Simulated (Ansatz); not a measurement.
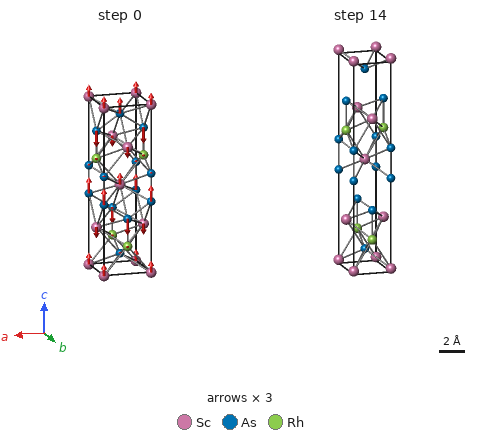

The structure of crystalline Sc₂As₃Rh (built on the Er2CuSi3-44 type type) before (left) and after (right) a relaxation, at one scale. The red arrows give the displacements (the part carried along by the change of the cell is left out), magnified 3 times.

A ball-and-stick model of the conventional cell (2 times the calculation's cell), seen from a free direction. Lengths and directions refer to the drawn axes.

Theory: DFT, PBEsol, plane waves, PAW in Ansatz.

Input file:
```yaml
crystal:
  lattice:
    - [-1.99117514, 2.04931564, 6.98129353]
    - [1.99117514, -2.04931564, 6.98129353]
    - [1.99117514, 2.04931564, -6.98129353]
  atoms:
    - { symbol: Sc, position: [0.24625899, 0.74625899, 0.5] }
    - { symbol: Sc, position: [0.00241027, 0.00241027, 0.0] }
    - { symbol: As, position: [0.41194168, 0.41194168, 0.0] }
    - { symbol: As, position: [0.67334623, 0.17334623, 0.5] }
    - { symbol: As, position: [0.57953923, 0.57953923, 0.0] }
    - { symbol: Rh, position: [0.8365046, 0.3365046, 0.5] }
kpoints:
  mp_grid: { grid: [8, 8, 8] }
hamiltonian:
  xc: pbesol
scf:
  occupations: { method: fermi_dirac, width: 0.03 }
relax:
  f_tol: 0.01
  cell: {}
  max_steps: 120
output:
  write_density: true
  write_potential: true
  elf: true
  volumetric_format: npy
```

Run as
```bash
ansatz run input.yaml --threads 2 --pin off --max-ram 2211MiB --backend cpu --events-out ev --progress --plain --runs-dir out
```

Summarise the run.

The run was cut off at its time limit before the relaxation converged, so the last structure is only a point on the way. The largest move relative to the cell is that of As4, 0.46 Å along −c. Largest moves by element: As 0.46 Å, Sc 0.33 Å, Rh 0.06 Å. Cell: a 3.982 → 3.146 Å (−21.0 %), b 4.099 → 4.055 Å (−1.1 %), c 13.963 → 17.466 Å (+25.1 %). Volume −2.2 %. Near-neighbour distances that change, for instance: Sc2–As4 3.146 → 4.287 Å, Sc1–As5 3.101 → 4.201 Å, As3–As3 3.982 → 3.146 Å, Sc1–Sc1 3.982 → 3.146 Å. Bonds break, among them: Sc1–As5 (3.10 → 4.20 Å), Sc2–As4 (3.15 → 4.29 Å). Among the angles between lasting bonds that change: Sc2–As5–Sc2 81.4° → 67.2°, Sc1–As4–Sc1 82.1° → 68.3°, Sc2–As5–Sc2 138.7° → 129.0°. The space group stays Imm2 (No. 44). After 13 accepted moves (14 points after the start) the energy has fallen by 226 meV per atom. Largest force component: 1.1 eV/Å at the start, 0.054 eV/Å at the end. The pressure goes from 1.21 to 0.11 GPa. The line search rejected the trial step at point 11 of the run.
